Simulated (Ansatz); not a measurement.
Run report: CH4AlO, geometry relaxation (part 2 of 2)

CH4AlO, multiplicity 2, SMILES [CH3][Al][OH]; UKS PBE/def2-SVP (Ansatz 0.2.0). It belongs to a series of runs on one base structure; here: end point B relaxed.

**Trajectory as extended XYZ, continued**
```
7
Properties=species:S:1:pos:R:3:forces:R:3 step=8 energy=-9734.54525
C    -0.8910    0.5704   -0.4000    0.0205   0.0380  -0.0732
Al    0.8803   -0.2422   -0.7702   -0.0392  -0.0417   0.0635
O     1.3120   -1.5417    0.2950    0.0454  -0.0059  -0.0210
H    -1.6728   -0.0119   -0.9331   -0.0068  -0.0006  -0.0126
H    -0.9396    1.6175   -0.7594   -0.0413   0.0097   0.0240
H    -1.1134    0.5380    0.6867    0.0265   0.0016   0.0133
H     2.1466   -2.0281    0.1917   -0.0052  -0.0011   0.0060
7
Properties=species:S:1:pos:R:3:forces:R:3 step=9 energy=-9734.54659
C    -0.8927    0.5716   -0.4093   -0.0286   0.0106  -0.0006
Al    0.8602   -0.2725   -0.7809    0.0097   0.0328  -0.0549
O     1.3266   -1.5316    0.3131    0.0019  -0.0317   0.0363
H    -1.6883    0.0105   -0.9452    0.0019  -0.0027   0.0039
H    -0.9387    1.6273   -0.7426    0.0098   0.0010   0.0031
H    -1.1007    0.5195    0.6799   -0.0129   0.0025   0.0086
H     2.1557   -2.0229    0.1957    0.0181  -0.0125   0.0037
7
Properties=species:S:1:pos:R:3:forces:R:3 step=10 energy=-9734.54698
C    -0.8963    0.5689   -0.4096    0.0033  -0.0006   0.0026
Al    0.8465   -0.2923   -0.8000    0.0045  -0.0097   0.0016
O     1.3364   -1.5209    0.3222    0.0009   0.0044  -0.0033
H    -1.7001    0.0267   -0.9522   -0.0046   0.0040  -0.0026
H    -0.9225    1.6290   -0.7311   -0.0051   0.0039   0.0000
H    -1.1046    0.5079    0.6792   -0.0028   0.0006   0.0001
H     2.1627   -2.0172    0.2022    0.0038  -0.0026   0.0016
7
Properties=species:S:1:pos:R:3:forces:R:3 step=11 energy=-9734.54703
C    -0.9010    0.5644   -0.4121   -0.0127   0.0032  -0.0145
Al    0.8214   -0.3299   -0.8285    0.0168  -0.0673   0.0774
O     1.3544   -1.5033    0.3392   -0.0159   0.0632  -0.0698
H    -1.7221    0.0577   -0.9654    0.0267   0.0237   0.0170
H    -0.8985    1.6328   -0.7109   -0.0040  -0.0307   0.0054
H    -1.1082    0.4869    0.6763    0.0039  -0.0021  -0.0147
H     2.1760   -2.0065    0.2122   -0.0149   0.0099  -0.0008
7
Properties=species:S:1:pos:R:3:forces:R:3 step=12 energy=-9734.54726
C    -0.9002    0.5646   -0.4123   -0.0156   0.0008  -0.0046
Al    0.8221   -0.3295   -0.8243    0.0086  -0.0255   0.0248
O     1.3533   -1.5042    0.3388   -0.0026   0.0261  -0.0295
H    -1.7205    0.0570   -0.9649    0.0163   0.0115   0.0105
H    -0.9003    1.6322   -0.7123    0.0032  -0.0164   0.0036
H    -1.1077    0.4878    0.6759   -0.0006  -0.0003  -0.0077
H     2.1753   -2.0059    0.2099   -0.0093   0.0037   0.0028
7
Properties=species:S:1:pos:R:3:forces:R:3 step=13 energy=-9734.54745
C    -0.9019    0.5619   -0.4125    0.0014  -0.0010   0.0018
Al    0.8114   -0.3442   -0.8336    0.0013  -0.0040   0.0004
O     1.3610   -1.4935    0.3437   -0.0040   0.0059  -0.0024
H    -1.7270    0.0691   -0.9698   -0.0027   0.0008  -0.0015
H    -0.8887    1.6312   -0.7046    0.0002   0.0021   0.0001
H    -1.1108    0.4796    0.6747    0.0001  -0.0014   0.0003
H     2.1782   -2.0020    0.2129    0.0037  -0.0023   0.0013
7
Properties=species:S:1:pos:R:3:forces:R:3 step=14 energy=-9734.54768
C    -0.9070    0.5544   -0.4150   -0.0100   0.0061  -0.0256
Al    0.7761   -0.3942   -0.8664    0.0100  -0.0204   0.0323
O     1.3808   -1.4666    0.3573   -0.0279   0.0353  -0.0172
H    -1.7509    0.1101   -0.9855    0.0107   0.0105   0.0126
H    -0.8537    1.6309   -0.6782    0.0002  -0.0174   0.0052
H    -1.1156    0.4510    0.6703    0.0008  -0.0025   0.0009
H     2.1924   -1.9835    0.2282    0.0162  -0.0117  -0.0082
7
Properties=species:S:1:pos:R:3:forces:R:3 step=15 energy=-9734.54766 accepted=F
C    -0.9094    0.5508   -0.4170   -0.0181   0.0133  -0.0319
Al    0.7626   -0.4137   -0.8772    0.0145  -0.0390   0.0539
O     1.3940   -1.4484    0.3672   -0.0286   0.0347  -0.0453
H    -1.7611    0.1269   -0.9922    0.0278   0.0144   0.0209
H    -0.8398    1.6299   -0.6677   -0.0009  -0.0289   0.0085
H    -1.1181    0.4384    0.6676    0.0005  -0.0002  -0.0027
H     2.1939   -1.9820    0.2300    0.0049   0.0056  -0.0033
7
Properties=species:S:1:pos:R:3:forces:R:3 step=16 energy=-9734.54779
C    -0.9082    0.5525   -0.4167   -0.0092   0.0013  -0.0101
Al    0.7693   -0.4045   -0.8697    0.0028  -0.0086   0.0100
O     1.3868   -1.4580    0.3628   -0.0068   0.0091  -0.0087
H    -1.7565    0.1193   -0.9886    0.0099   0.0045   0.0068
H    -0.8464    1.6299   -0.6732    0.0022  -0.0076   0.0032
H    -1.1167    0.4446    0.6684   -0.0007   0.0005   0.0000
H     2.1937   -1.9817    0.2278    0.0017   0.0008  -0.0012
7
Properties=species:S:1:pos:R:3:forces:R:3 step=17 energy=-9734.54768 accepted=F
C    -0.9139    0.5433   -0.4175   -0.0192   0.0313  -0.0686
Al    0.7312   -0.4571   -0.8963    0.0210  -0.0446   0.0789
O     1.4094   -1.4265    0.3768   -0.0430   0.0507  -0.0593
H    -1.7773    0.1620   -1.0045    0.0257   0.0146   0.0245
H    -0.8051    1.6244   -0.6482   -0.0067  -0.0406   0.0162
H    -1.1291    0.4184    0.6638    0.0030  -0.0019   0.0121
H     2.2069   -1.9625    0.2367    0.0192  -0.0095  -0.0039
7
Properties=species:S:1:pos:R:3:forces:R:3 step=18 energy=-9734.54789
C    -0.9110    0.5480   -0.4179   -0.0081   0.0051  -0.0149
Al    0.7509   -0.4310   -0.8813   -0.0079   0.0059  -0.0029
O     1.3968   -1.4434    0.3697    0.0075  -0.0066   0.0030
H    -1.7674    0.1406   -0.9962    0.0085   0.0038   0.0062
H    -0.8261    1.6272   -0.6609    0.0004  -0.0091   0.0045
H    -1.1219    0.4315    0.6657    0.0002   0.0006   0.0017
H     2.2007   -1.9709    0.2315   -0.0006   0.0003   0.0024
```

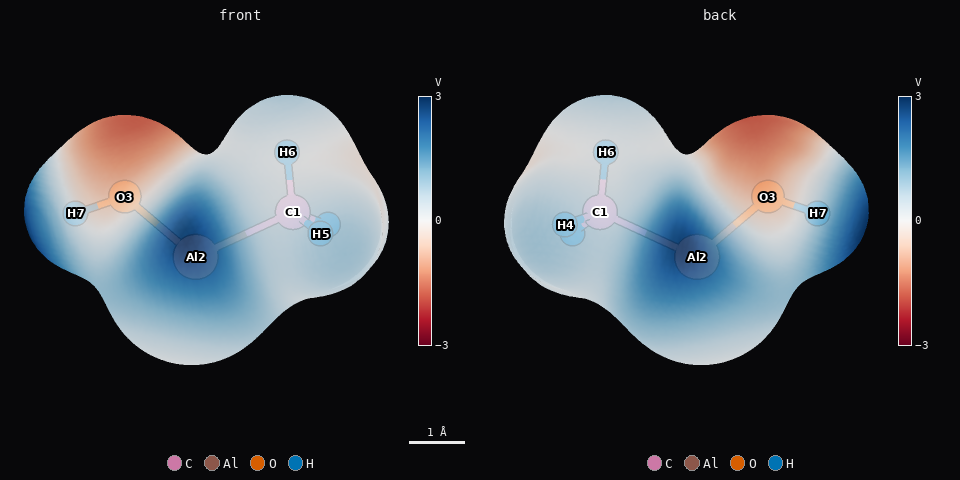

**Figure 1.** The molecular electrostatic potential painted on the density surface at 0.004 e/bohr³, seen at a tilt and from behind; red is negative and blue positive. A positive charge is drawn to the negative regions and a negative charge to the positive ones.

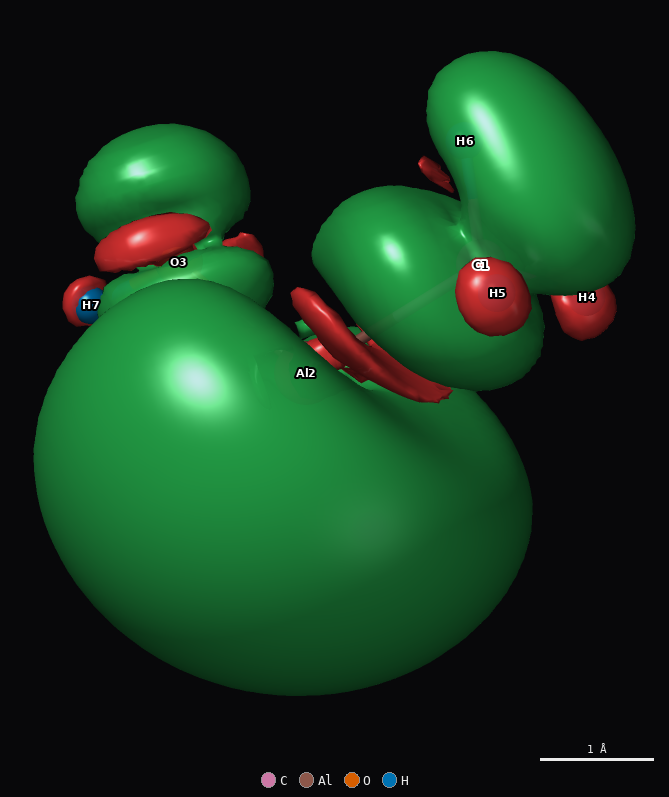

**Figure 2.** Isosurfaces of the spin density at +0.003 (green) and −0.003 e/Å³ (red), seen at a tilt. The unpaired spin (1 electron) lies mostly on Al2 (about 0.8), C1 (about 0.1) and O3 (about 0.1), in electrons by Hirshfeld's partition.

The run was set up as follows.

**Input file**
```yaml
crystal:
  periodic: [false, false, false]
  atoms:
    - { symbol: C, position_ang: [-0.8306, 0.4988, -0.3661] }
    - { symbol: Al, position_ang: [1.0565, 0.0891, -0.3787] }
    - { symbol: O, position_ang: [1.6125, -1.4249, 0.4553] }
    - { symbol: H, position_ang: [-1.3745, -0.2629, -0.8696] }
    - { symbol: H, position_ang: [-1.0366, 1.4827, -0.9524] }
    - { symbol: H, position_ang: [-1.2298, 0.6815, 0.6662] }
    - { symbol: H, position_ang: [1.52454, -2.16228, -0.24399] }
magnetization:
  spin_polarized: true
  initial_magnetization: 1
basis:
  gaussian: { orbitals: def2-SVP }
hamiltonian:
  xc: pbe
relax:
  f_tol: 0.015
  max_steps: 40
output:
  orbitals: {}
```

Launch command:
```bash
ansatz run input.yaml --threads 1 --pin off --max-ram 2048MiB --backend cpu --events-out ev --progress --plain --runs-dir out
```

**Key numbers**

```csv
quantity,value
outcome,converged
total energy,−9734.5479 eV
mean-field energy,−9734.5479 eV
⟨S²⟩,0.752
largest force (length of the vector) at the end,0.018 eV/Å
hardware,"1 thread of Arm Neoverse V2, 24 GiB of memory available, shared host"
wall time,38 s
peak memory,0.15 GiB
```
